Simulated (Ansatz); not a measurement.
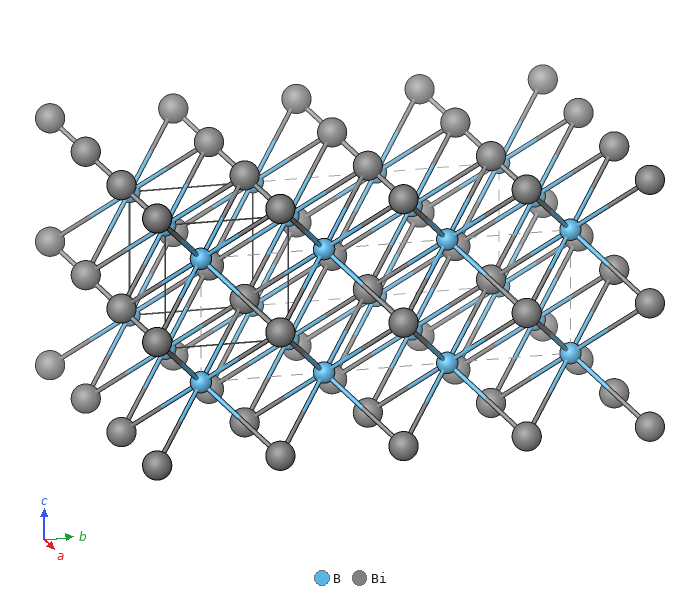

System BiB (space group Pm-3m, No. 221); source of the atomic positions: the input geometry of an electronic-structure calculation (not necessarily at equilibrium); the starting structure was generated, so it need not be a known form of this composition.

Bonds are taken as B–Bi below 3.3 Å. Simplification: prune 0- and 1-connected atoms, fold 2-connected ones into links.

What kind of net remains, and which atoms are its nodes?

Answer. A uninodal 8-connected, three-periodic net: B and Bi are 8-connected nodes.

Name the underlying net.

Answer. It is the bcu net, known from CsCl and the body-centred cubic metals.

Is the net interpenetrated?

Answer. It is a single net, without interpenetration.

Give the first six terms of the coordination sequence (nodes one, two, three … edges away).

Answer. B and Bi: 8, 26, 56, 98, 152, 218.

The simplified net, drawn on the atoms' positions. Nodes are coloured by element. Short stubs are edges that leave the cut-out.

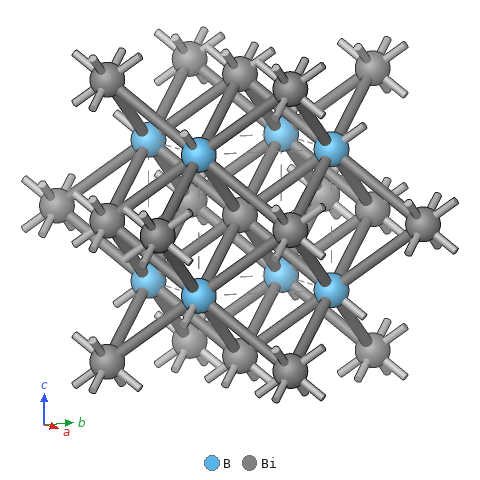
